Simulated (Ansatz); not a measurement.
**C2H6OSn: vertical ionisation energy**

How much energy removes an electron from C2H6OSn at fixed geometry? The cation is run at each level and the neutral's energy taken from earlier runs.

Program: Ansatz 0.2.0, Gaussian basis. Level of theory: unrestricted cation, the program's frozen cores in correlated methods. These are calculated values, not measurements.

The runs, in order: UKS PBE-D4/def2-TZVPP; UKS r2SCAN-D4/def2-TZVPP; UKS PBE0-D4/def2-TZVPP; UKS B3LYP-D4/def2-TZVPP; UKS wB97X-V/def2-TZVPP; UKS wB97M-V/def2-TZVPP; UKS B2PLYP/def2-TZVPP; UHF-CCSD(T)/def2-TZVPP; UHF-MP2/def2-QZVPP; extrapolation to the limit; then −ε(HOMO) from the neutral's earlier runs with LDA (SPW92), PBE-D4, revPBE-D4, BLYP-D4, r2SCAN-D4, B97M-V, PBE0-D4, B3LYP-D4, r2SCANh-D4, r2SCAN0-D4, HSE06-D4, BHLYP-D4, CAM-B3LYP-D4, LC-ωPBE, ωB97X-V, ωB97M-V.

### 1 Structure used throughout

An earlier PBE0-D4 in a triple-zeta def2 set relaxation fixed the geometry. Sn takes the def2 core potential; no spin-orbit term is included.

SMILES `C[CH2][Sn][OH]`, 10 atoms, charge 0, spin multiplicity 1.

Atoms are counted from 1 here; the program's logs count them from 0.

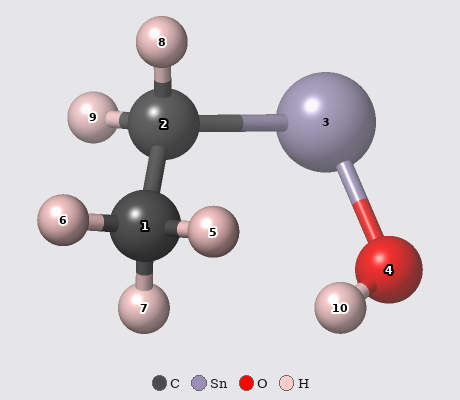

The geometry (carbon dark grey, tin purple, oxygen red, hydrogen pink); atoms are numbered from 1 in the order of the file.

### 2 Cation, UKS PBE-D4/def2-TZVPP

Contents of in.yaml:

```yaml
crystal:
  periodic: [false, false, false]
  atoms:
    - {symbol: C, position_ang: [-0.813880, 0.556250, 0.072989]}
    - {symbol: C, position_ang: [-0.062488, -0.491612, 0.876763]}
    - {symbol: Sn, position_ang: [1.785027, -1.306627, -0.022752]}
    - {symbol: O, position_ang: [1.726408, -0.233575, -1.689827]}
    - {symbol: H, position_ang: [-1.137301, 0.168373, -0.898349]}
    - {symbol: H, position_ang: [-1.715442, 0.907721, 0.585189]}
    - {symbol: H, position_ang: [-0.197830, 1.440894, -0.117736]}
    - {symbol: H, position_ang: [-0.703089, -1.356624, 1.091230]}
    - {symbol: H, position_ang: [0.226589, -0.099639, 1.860391]}
    - {symbol: H, position_ang: [0.975205, 0.363638, -1.754899]}
basis:
  gaussian: {orbitals: def2-TZVPP}
total_charge: 1
magnetization: {spin_polarized: true, initial_magnetization: 1}
hamiltonian: {xc: pbe, dispersion: d4}
```

Run with:

```bash
ansatz run in.yaml --threads 2 --pin off --events-out ev --progress --plain --max-ram 32768MiB --backend cpu
```

After this run come: Cation, UKS r2SCAN-D4/def2-TZVPP; Cation, UKS PBE0-D4/def2-TZVPP; Cation, UKS B3LYP-D4/def2-TZVPP; Cation, UKS wB97X-V/def2-TZVPP; Cation, UKS wB97M-V/def2-TZVPP; Cation, UKS B2PLYP (frozen core)/def2-TZVPP; Cation, UHF-CCSD(T)/def2-TZVPP; Cation, UHF-MP2/def2-QZVPP.

**Question.** What will the summary of the whole plan be? Wanted: ionisation energy, CCSD(T)/CBS; nearest functional by difference; nearest −ε(HOMO); −ε(HOMO) of PBE; T1 of the cation.

**Answer**, as computed:

| quantity | value |
| --- | --- |
| ionisation energy, CCSD(T)/CBS | 8.50 eV |
| nearest functional by difference | ωB97M-V (-0.15 eV) |
| nearest −ε(HOMO) | ωB97X-V (-0.09 eV) |
| −ε(HOMO) of PBE | 5.23 eV |
| T1 of the cation | 0.019 |

By cation minus neutral, the functionals miss by 0.35 eV at most. −ε(HOMO) of PBE misses by 3.3 eV, since self-interaction lifts the level. Among orbital estimates ωB97X-V comes nearest. Hartree-Fock falls 1.14 eV short, as the neutral has more correlation energy than the cation. Correlated methods include outer-core shells of Sn, which these sets cover unevenly. With outer-core shells in play the reference is unsure by up to some tenths of an eV, so close misses can't be ranked.
